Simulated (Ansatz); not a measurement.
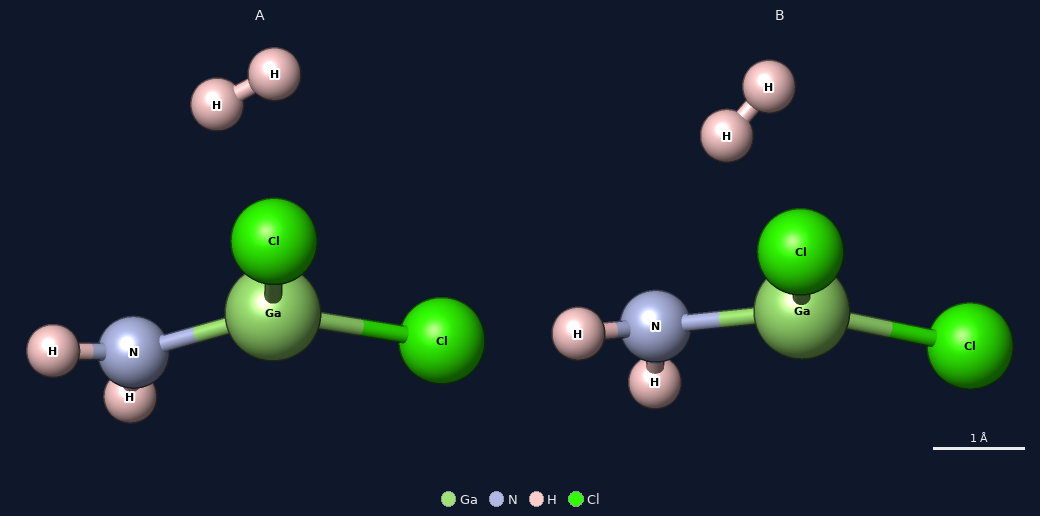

Two geometries of GaNH4Cl2, drawn at one scale. One is the start of a relaxation, the other its converged end. The picture is a ball-and-stick view, seen from a free direction.

All numbers below come from RKS PBE0-D4/def2-SVP in Ansatz 0.2.0. Set-up: no spin polarisation; force threshold 0.03 eV/Å; at most 50 steps.

Question: Which geometry has the lower energy?

Answer: Structure A is the relaxed one. The run prepares an end point of a later path (reaction) calculation, from a guessed geometry. The energy falls by 16.7 kJ/mol in 9 accepted moves (11 points after the start). The largest force component goes from 1.5 to 0.016 eV/Å. The line search rejected the trial steps at points 3, 9 of the run. The atom that moves furthest after the best rigid fit is an H atom (0.37 Å). Largest moves by element: H 0.37 Å, N 0.30 Å, Cl 0.17 Å, Ga 0.11 Å. Some distances before and after: Ga–N 1.882 → 1.793 Å, H–H 0.722 → 0.762 Å, Cl–Ga 2.130 → 2.135 Å. Bond angles that change, for instance: Ga–N–H 117.2° → 122.6°, Ga–N–H 117.5° → 122.6°. The run took 36 s on 2 threads of Arm Neoverse V1 (shared host), peak memory 0.24 GiB.

Limits of the set-up: the start holds two separate molecules, 2.3 Å apart at their closest, whose relative position is a soft coordinate.
